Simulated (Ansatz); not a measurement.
## CH₂NSi: a changed input and its effect

System: CH₂NSi, charge −1, SMILES [NH-]C#[SiH].
Method of the first run: RKS PBE-D4/def2-TZVPPD (Ansatz 0.2.0).

The geometry comes from this level: PBE0-D4/def2-TZVPD. Text and figures count atoms from 1; the logs count them from 0 in places.

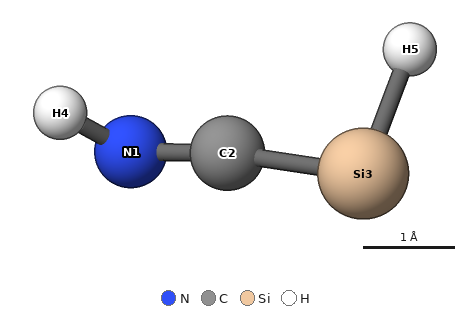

The structure as given in the input (ball-and-stick view, seen at a tilt; atoms are numbered from 1 in the order of the input).

The input, the first run:
```yaml
crystal:
  periodic: [false, false, false]
  atoms:
    - {symbol: N, position_ang: [-1.035697, -0.644104, -0.738419]}
    - {symbol: C, position_ang: [0.006623, -0.271123, -0.163784]}
    - {symbol: Si, position_ang: [1.559984, 0.085320, 0.564168]}
    - {symbol: H, position_ang: [-1.828259, -0.766641, -0.098720]}
    - {symbol: H, position_ang: [1.297349, 1.596548, 0.436765]}
basis:
  gaussian: {orbitals: "def2-TZVPPD.json"}
total_charge: -1
hamiltonian: {xc: pbe, dispersion: d4}
```

Launched with:
```bash
ansatz run in.yaml --threads 2 --pin off --events-out ev --progress --plain --max-ram 4352MiB
```

Hardware: 2 threads of Arm Neoverse V2, 23 GiB of memory available, shared host.

Output (the first run):
```
Functional definition: PBE
  parameter kappa = 0.804
  parameter beta = 0.06672455060314922
  exchange = pbe_x(kappa = kappa, mu = beta*pi^2/3)
  correlation = pbe_c(beta = beta)
776 factors; their error is unknown
mean field evaluation 1: about -10428.5694 eV, gradient 2.1e1 eV
mean field evaluation 2: about -10427.9956 eV, gradient 2.4e1 eV
mean field evaluation 4: about -10429.9631 eV, gradient 6.0e0 eV
mean field evaluation 8: about -10430.0834 eV, gradient 1.4e-1 eV
mean field evaluation 16: about -10430.0679 eV, gradient 9.1e-5 eV
mean field -10430.06787769 eV, -383.2979247513 hartree, gradient 4.0e-5 eV, S^2 0.000000; 0 other end points of the search recorded, 0 dependent functions left out
reference -10430.06791845 eV, -383.2979262491 hartree; 15, 15 occupied and 141, 141 virtual orbitals, 776 factors
Total energy: -10430.17603666 eV, -383.3018995199 hartree
```

For the second run the input was changed thus:
```diff
-    - {symbol: N, position_ang: [-1.035697, -0.644104, -0.738419]}
-    - {symbol: C, position_ang: [0.006623, -0.271123, -0.163784]}
-    - {symbol: Si, position_ang: [1.559984, 0.085320, 0.564168]}
-    - {symbol: H, position_ang: [-1.828259, -0.766641, -0.098720]}
-    - {symbol: H, position_ang: [1.297349, 1.596548, 0.436765]}
+    - {symbol: N, position_ang: [-1.247463, -0.903000, -0.783024]}
+    - {symbol: C, position_ang: [1.482683, 0.254655, 0.498342]}
+    - {symbol: Si, position_ang: [-0.043537, -0.045901, -0.085054]}
+    - {symbol: H, position_ang: [-2.099043, -0.980588, -0.237728]}
+    - {symbol: H, position_ang: [1.989122, 1.204369, 0.647136]}
```

Predict how the results change.

With the same method and basis, the second run lies 25.6 kcal/mol higher.

Output (the second run):
```
Functional definition: PBE
  parameter kappa = 0.804
  parameter beta = 0.06672455060314922
  exchange = pbe_x(kappa = kappa, mu = beta*pi^2/3)
  correlation = pbe_c(beta = beta)
776 factors; their error is unknown
mean field evaluation 1: about -10415.7119 eV, gradient 7.2e1 eV
mean field evaluation 2: about -10343.5256 eV, gradient 1.4e2 eV
mean field evaluation 4: about -10422.7167 eV, gradient 4.7e1 eV
mean field evaluation 8: about -10428.9755 eV, gradient 1.0e-1 eV
mean field evaluation 16: about -10428.9615 eV, gradient 3.1e-4 eV
mean field -10428.96147870 eV, -383.2572653382 hartree, gradient 7.4e-5 eV, S^2 0.000000; 0 other end points of the search recorded, 0 dependent functions left out
reference -10428.96152315 eV, -383.2572669716 hartree; 15, 15 occupied and 141, 141 virtual orbitals, 776 factors
Total energy: -10429.06663077 eV, -383.2611296054 hartree
```

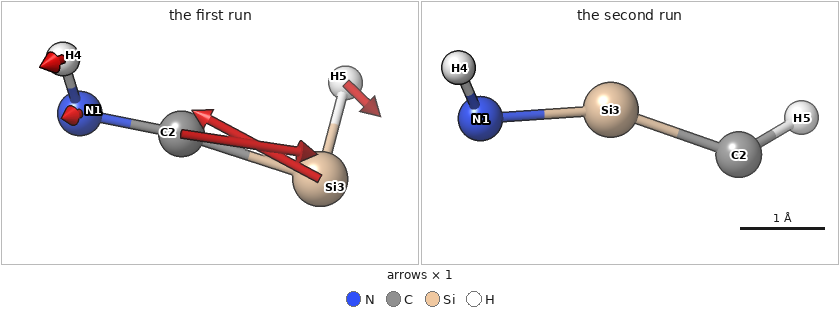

The two input geometries at one scale (ball-and-stick view, seen at a tilt). The red arrows on the first give the shifts of the atoms after the best rigid fit, at true length. The atom that moves furthest after the best rigid fit is Si3 (1.76 Å). Largest moves by element: Si 1.76 Å, C 1.73 Å, H 0.60 Å, N 0.33 Å. Among the contacts that change: N1–C2 1.247 → 3.230 Å, N1–Si3 2.994 → 1.634 Å, C2–H5 2.348 → 1.087 Å, Si3–H5 1.539 → 2.496 Å.

The two runs side by side:

| quantity | the first run | the second run |
| --- | --- | --- |
| outcome | converged | converged |
| total energy (hartree) | −383.301900 | −383.261130 |
| basis functions | 156 | 156 |
| wall time (shared host) | 1.8 s | 1.3 s |
